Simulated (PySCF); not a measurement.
# C₃H₁₂GaNO: what the fields show

The calculation's input:

```
{"job": {"kind": "uv", "xc": "wB97X-D", "basis": "def2-SVPD", "nstates": 8, "ntriplets": 3}, "charge": 0, "multiplicity": 1}
C     -2.907892     0.405088     0.895351
C     -2.071722    -0.061829    -0.284025
O     -0.708145    -0.016913     0.080715
C      0.242887    -0.509515    -0.916965
Ga     1.344356     0.200845     0.588318
N      3.499827    -0.130741     0.147885
H     -2.763582    -0.266492     1.738261
H     -3.960686     0.427150     0.627950
H     -2.590832     1.402359     1.192176
H     -2.238665     0.588536    -1.156446
H     -2.339553    -1.091981    -0.564928
H      0.031914    -1.569581    -1.118366
H      0.085474     0.031743    -1.861400
H      1.464501     1.735634     0.668115
H      1.349031    -0.601721     1.900601
H      4.057822     0.267317     0.899460
H      3.775771     0.318304    -0.722807
H      3.720736    -1.121885     0.080167
```

Launched as:

```sh
OMP_NUM_THREADS=1 python probes_run.py task.json out
```

Geometry: GFN2-xTB.

Method: wB97X-D/def2-SVPD, SCF density, gas phase (PySCF).

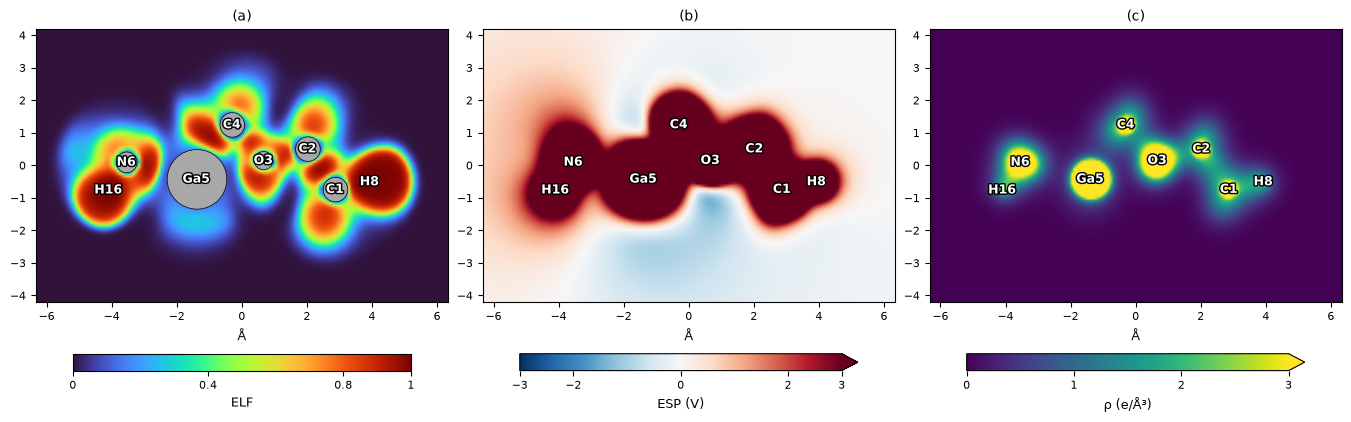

Figure 1. (a) electron localisation function; (b) molecular electrostatic potential; (c) electron density on the plane of atoms O3, Ga5 and N6. Grey discs cover the atomic cores in the ELF map.

**Read the bonding off the picture.**

Atoms in the plane: C, O, Ga, N and H. C–O (1.41 Å): the density is about 2.1 e/Å³ at the midpoint, with its minimum of 1.7 e/Å³ about 0.5 Å from C; the ELF peaks at about 0.90 between the atoms: a shared but strongly polarised pair. C–C (1.52 Å): ρ at the midpoint is about 1.7 e/Å³; the ELF peaks at about 0.95 between the atoms; localised, covalent bonding. C–Ga (2.00 Å): ρ is about 0.71 e/Å³ halfway; the ELF peaks at about 0.90 in the valence shell of C, 0.7 Å from its nucleus, and is about 0.50 at the midpoint. Ga–O (2.13 Å): ρ is about 0.36 e/Å³ halfway; the ELF is about 0.10 at the midpoint. Ga–N (2.22 Å): the density is about 0.38 e/Å³ at the midpoint; the ELF peaks at about 0.95 in the valence shell of N, 0.6 Å from its nucleus, and is about 0.25 at the midpoint. Outside the dense part of the molecule the potential is most negative (−1.4 V) near O3.

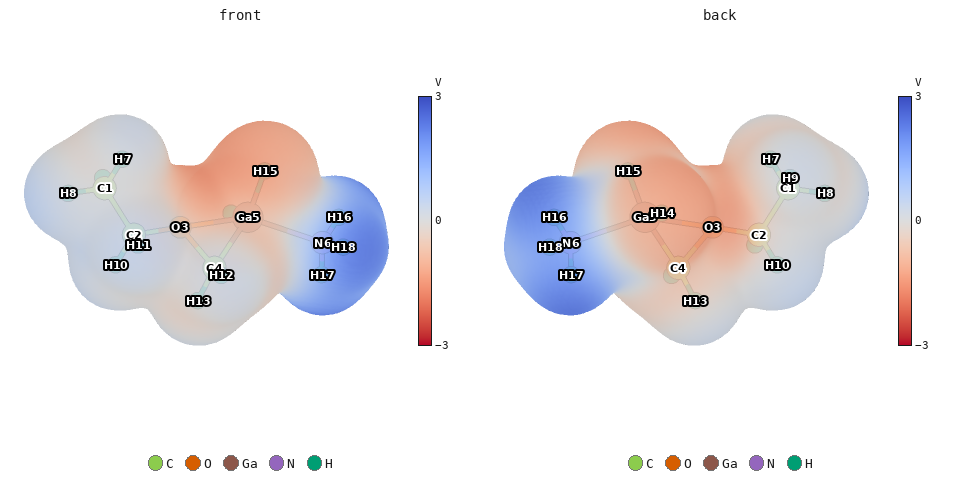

Figure 2. The electrostatic potential painted on the density surface at 0.002 e/bohr³, seen from the front and from behind; the colour scale runs from red (negative) to blue (positive).

**Where is the surface potential most negative and most positive?**

The most negative region (about −1.5 V) lies over O3, the most positive (about +2.3 V) over H16, H17 and H18. O3 is the likeliest acceptor of a hydrogen bond.

**How polar is the molecule by this calculation?**

Its dipole moment is 3.75 D.
